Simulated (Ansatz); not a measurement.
**B2N2: density, localisation and related maps**

```xyz
4

B    -0.0352    0.7425   -0.0668
B     0.0351   -0.7426    0.0667
N    -1.1882   -0.0575   -0.0138
N     1.1882    0.0575    0.0138
```

Geometry: r2SCAN-D4/def2-TZVP.

All numbers below come from Ansatz 0.2.0, RKS PBE0-D4/def2-TZVP.

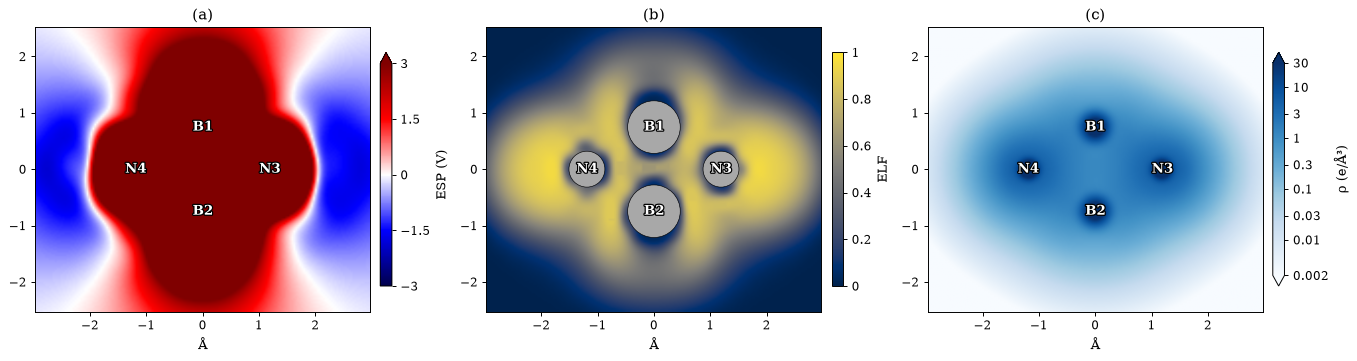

Figure 1. (a) electrostatic potential; (b) ELF; (c) electron density on the molecular plane. Grey discs cover the atomic cores in the ELF map.

Question: What does the map show?

Answer: Atoms in the plane: B and N. B–N (1.40 Å): ρ is about 1.9 e/Å³ halfway; the ELF peaks at about 0.85 between the atoms (a polar covalent bond). B–B (1.49 Å): ρ at the midpoint is about 1.2 e/Å³; the ELF peaks at about 0.65 between the atoms. The ELF also peaks beside N3 and N4, away from the bonds: lone-pair regions. Outside the dense part of the molecule the potential is most negative (−1.9 V) near N3 and N4.

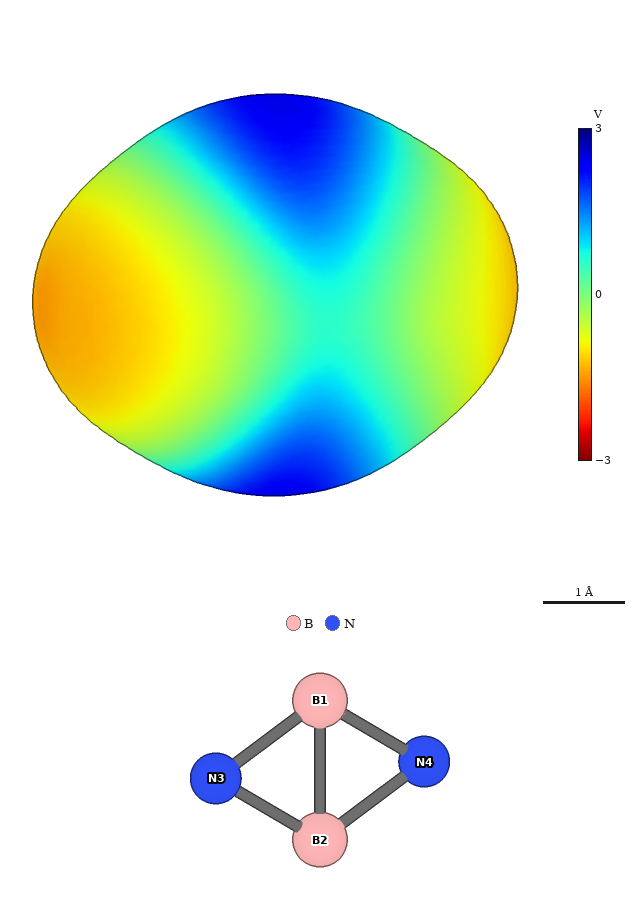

Figure 2. The electrostatic potential painted on the density surface at 0.001 e/bohr³, seen at a tilt; red is negative and blue positive. The bare structure is drawn below in the same view.

Question: Which sites attract a positive test charge, and which a negative one?

Answer: A positive charge is drawn to the negative regions and a negative charge to the positive ones. The most negative region (about −1.5 V) lies over N3 and N4, the most positive (about +2.4 V) over B1 and B2.

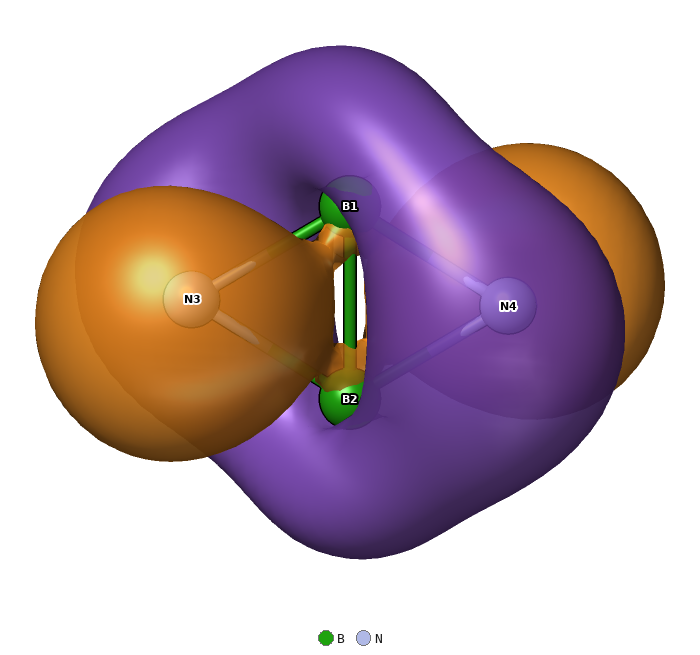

Figure 3. The HOMO at ±0.08 Å⁻³ᐟ² (orange and purple are the two phases), seen at a tilt.

Question: What is the character of this orbital?

Answer: By Hirshfeld shares it lies mainly on N3 (about 35 %), N4 (about 35 %), B1 (about 15 %) and B2 (about 15 %); it is gerade (even under inversion); largely a combination of lone pairs on N3 and N4. Its energy is −7.08 eV.
